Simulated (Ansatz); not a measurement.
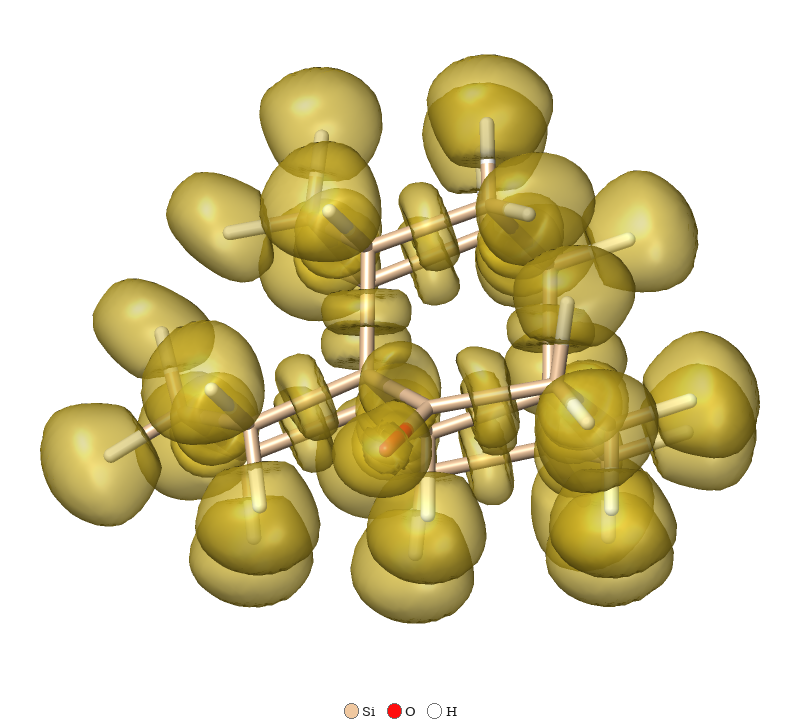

The picture shows: H26OSi19 (Si19H28 ring sphere). Isosurface of the ELF at 0.75 (yellow), seen from one side. Only the valence region is drawn (cores and ρ < 0.01 e/Å³ removed).

Geometry: PBE-D4/def2-SVP; not at a stationary point (largest force 1.9 eV/Å).

Theory: RKS PBE0-D4/def2-TZVP (Ansatz 0.2.0).

```xyz
46

Si   -3.4629   -0.7690   -1.8262
Si   -3.4295    1.9025    0.8563
Si   -0.6978   -3.4982   -1.8287
Si   -0.6579   -0.7121    0.7680
Si    1.9570   -3.5109    0.8145
Si    2.0556   -0.7227   -1.9293
Si    1.9328   -0.7341    3.5020
Si   -0.6977    1.9712   -1.9476
Si    2.0270    2.0290    0.7573
Si   -0.6983    1.8701    3.6288
Si   -2.2917   -2.3467   -3.1275
Si   -2.0477    0.6318   -0.5685
Si   -2.2638    3.1853    2.4567
Si    0.7579    0.6949   -3.2936
Si    0.7025   -2.0790   -0.5731
Si    0.6625    0.6889    2.1208
Si    3.2554   -2.4011    2.4472
Si    3.4019    0.6959   -0.6154
Si    0.7268    3.3622   -0.6872
O     1.7611   -0.6350    5.0552
H    -4.3579    0.0695   -2.7055
H    -4.3363   -1.5199   -0.8508
H    -4.3101    0.9213    1.5922
H    -4.3209    2.7900    0.0224
H    -1.4370   -4.3721   -0.8446
H     0.1451   -4.3930   -2.7037
H    -1.5101   -1.5829    1.6613
H     0.9741   -4.3856    1.5543
H     2.8383   -4.4038   -0.0245
H     2.9321   -1.6027   -2.7890
H    -1.5849    2.8196   -2.8280
H     2.8820    2.9033    1.6432
H    -1.4386    0.8557    4.4596
H     0.1559    2.7281    4.5237
H    -3.2706   -3.3460   -3.6993
H    -1.6097   -1.6566   -4.2797
H    -3.2665    3.7742    3.4217
H    -1.5601    4.3273    1.7704
H     0.0104   -0.0894   -4.3406
H     1.6939    1.6485   -4.0006
H     4.4317   -1.7231    1.7910
H     3.7572   -3.3683    3.4885
H     4.3802   -0.0954    0.2142
H     4.1881    1.6033   -1.5311
H    -0.0417    4.4033    0.0841
H     1.6624    4.0719   -1.6387
```

Q: Describe the localisation domains.

A: The surface consists of 24 regions between bonded Si–Si atoms (shared pairs), 26 regions around hydrogen nuclei and one region wrapped around O (its lone pairs, merged into a ring or cap). Along the contacts the grid gives the following. Si–O (1.57 Å): the ELF peaks at about 0.85 between the atoms, as expected for a short, strongly polar bond. Si–Si (2.35 Å): the ELF peaks at about 0.95 between the atoms; a covalent bond.
